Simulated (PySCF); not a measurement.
Bond stretch in SMILES [GeH4]. The Ge1–H5 bond (Ge1 also carries H, H, H; H5 carries nothing else) is varied alone, starting from the PBE0/def2-TZVP optimised geometry.

- RKS-B3LYP = restricted B3LYP/cc-pVDZ (PySCF)
- UHF/cc-pVDZ (PySCF)
- UKS-CAM-B3LYP = PySCF 2.14.0 with unrestricted CAM-B3LYP/cc-pVDZ

Magnitude of the dipole moment (D; its direction can reverse along the curve, and a method can change to another solution) and Mulliken charge of the fragment that holds Ge1:

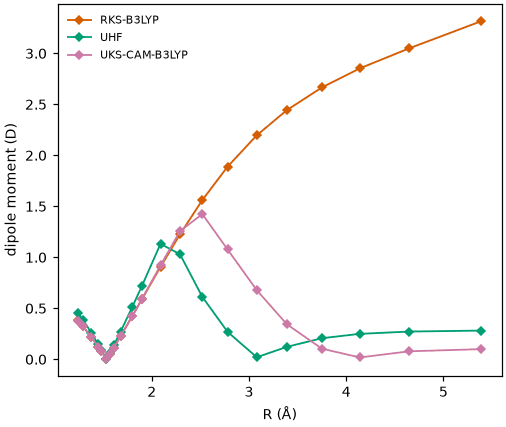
*Dipole moment against bond length.*

| R / Å | μ RKS-B3LYP | q RKS-B3LYP | μ UHF | q UHF | μ UKS-CAM-B3LYP | q UKS-CAM-B3LYP |
|---|---|---|---|---|---|---|
| 1.24 | 0.38 | 0.14 | 0.46 | 0.19 | 0.38 | 0.14 |
| 1.29 | 0.33 | 0.11 | 0.39 | 0.17 | 0.33 | 0.11 |
| 1.38 | 0.22 | 0.08 | 0.26 | 0.13 | 0.22 | 0.08 |
| 1.45 | 0.12 | 0.06 | 0.15 | 0.12 | 0.12 | 0.06 |
| 1.48 | 0.08 | 0.06 | 0.10 | 0.11 | 0.08 | 0.06 |
| 1.53 | 0.01 | 0.05 | 0.01 | 0.11 | 0.01 | 0.06 |
| 1.57 | 0.05 | 0.05 | 0.06 | 0.11 | 0.05 | 0.05 |
| 1.61 | 0.12 | 0.05 | 0.14 | 0.11 | 0.12 | 0.05 |
| 1.68 | 0.23 | 0.06 | 0.27 | 0.11 | 0.23 | 0.06 |
| 1.80 | 0.42 | 0.07 | 0.51 | 0.11 | 0.43 | 0.07 |
| 1.90 | 0.59 | 0.07 | 0.72 | 0.12 | 0.60 | 0.07 |
| 2.09 | 0.91 | 0.09 | 1.13 | 0.14 | 0.92 | 0.09 |
| 2.29 | 1.23 | 0.11 | 1.03 | 0.11 | 1.26 | 0.11 |
| 2.52 | 1.56 | 0.12 | 0.61 | 0.07 | 1.42 | 0.11 |
| 2.78 | 1.89 | 0.13 | 0.27 | 0.04 | 1.08 | 0.07 |
| 3.08 | 2.20 | 0.14 | 0.02 | 0.02 | 0.68 | 0.04 |
| 3.39 | 2.44 | 0.14 | 0.12 | 0.01 | 0.34 | 0.02 |
| 3.75 | 2.67 | 0.14 | 0.21 | 0.00 | 0.10 | 0.01 |
| 4.14 | 2.85 | 0.14 | 0.25 | 0.00 | 0.02 | 0.00 |
| 4.65 | 3.05 | 0.14 | 0.27 | 0.00 | 0.08 | 0.00 |
| 5.39 | 3.32 | 0.13 | 0.28 | 0.00 | 0.10 | 0.00 |

At the longest distance RKS-B3LYP leaves fractional charges on the fragments, a sign of delocalisation error or of the restricted form. The restricted form behind RKS-B3LYP keeps the bonding electrons paired and can't separate into open-shell fragments. The unrestricted determinant behind UHF is spin-contaminated at 2.29 to 5.39 Å (<S²> up to 1.0, against 0.00 for a pure singlet). The unrestricted determinant behind UKS-CAM-B3LYP is spin-contaminated at 2.52 to 5.39 Å (<S²> up to 1.0, against 0.00 for a pure singlet).
